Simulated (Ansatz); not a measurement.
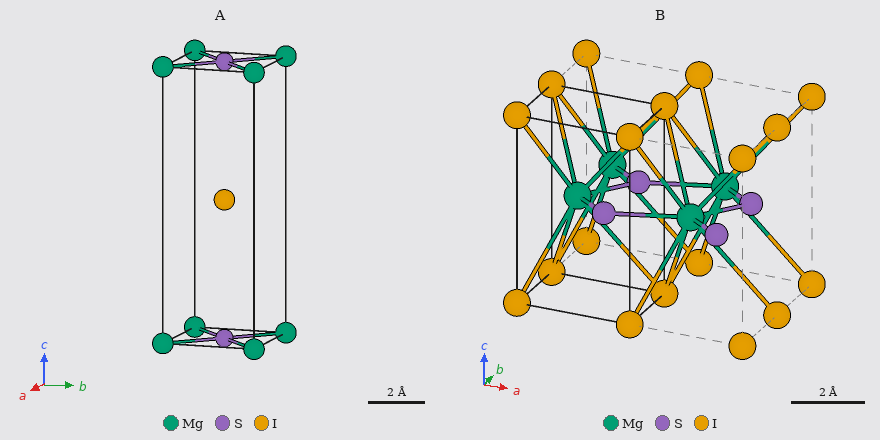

Two structures of MgSI, each relaxed to rest (conventional cells in solid outline, small ones repeated, not to one scale). Method: DFT PBE, scalar-relativistic, plane waves, PAW (Ansatz), without spin polarisation.

> What are the two structures?

A: 3 atoms a cell on a primitive tetragonal lattice, P4/mmm. B: 3 atoms a cell on a primitive hexagonal lattice, P-6m2.

> Which form lies lower?

A is lower, by 82 meV/atom at this level of theory (energies at zero smearing). Volumes: A 39.9, B 27.3 Å³/atom.

One or both may be structure types tried for this composition rather than known phases.
